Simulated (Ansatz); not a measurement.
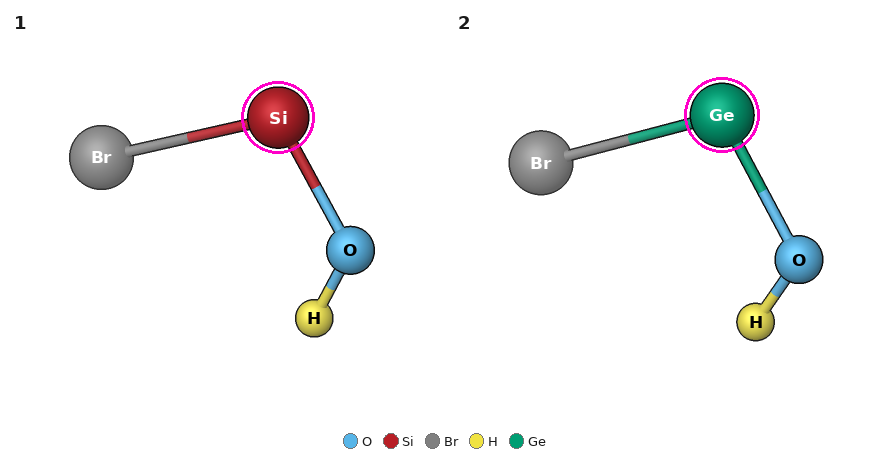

2 molecules with one skeleton, seen from the same side and at one scale; the atom that differs is circled. Each species is neutral and a spin singlet. Computed geometries: PBE0-D4/def2-TZVP optimisations, one conformation each. Properties computed with Ansatz 0.2.0.

One atom differs, called X below: Si in panel 1, Ge in panel 2. Their formulas are BrHOSi (`O[Si]Br`), BrGeHO (`[OH][Ge][Br]`).

In which is the length of X–O larger (PBE0-D4/def2-TZVP)?

Answer. In panel 2 (X = Ge).

In which is the HOMO energy (Kohn–Sham orbital) higher (ωB97M-V/def2-SVP)?

Answer. In panel 1 (X = Si).

Give the values. With PBE0-D4/def2-TZVP: length of X–Br (Å), length of X–O (Å), angle O–X–Br (°). With ωB97M-V/def2-SVP: HOMO energy (Kohn–Sham orbital) (eV), HOMO–LUMO gap (eV). With PBE-D4/def2-TZVPP: dipole moment (D).

| quantity | 1 (Si) | 2 (Ge) | 2 − 1 |
| --- | --- | --- | --- |
| length of X–Br (Å) | 2.289 | 2.376 | +0.087 |
| length of X–O (Å) | 1.635 | 1.771 | +0.136 |
| angle O–X–Br (°) | 101.2 | 98.8 | −2.4 |
| HOMO energy (Kohn–Sham orbital) (eV) | −9.45 | −9.85 | −0.40 |
| HOMO–LUMO gap (eV) | 9.50 | 9.50 | 0.00 |
| dipole moment (D) | 1.04 | 0.80 | −0.24 |
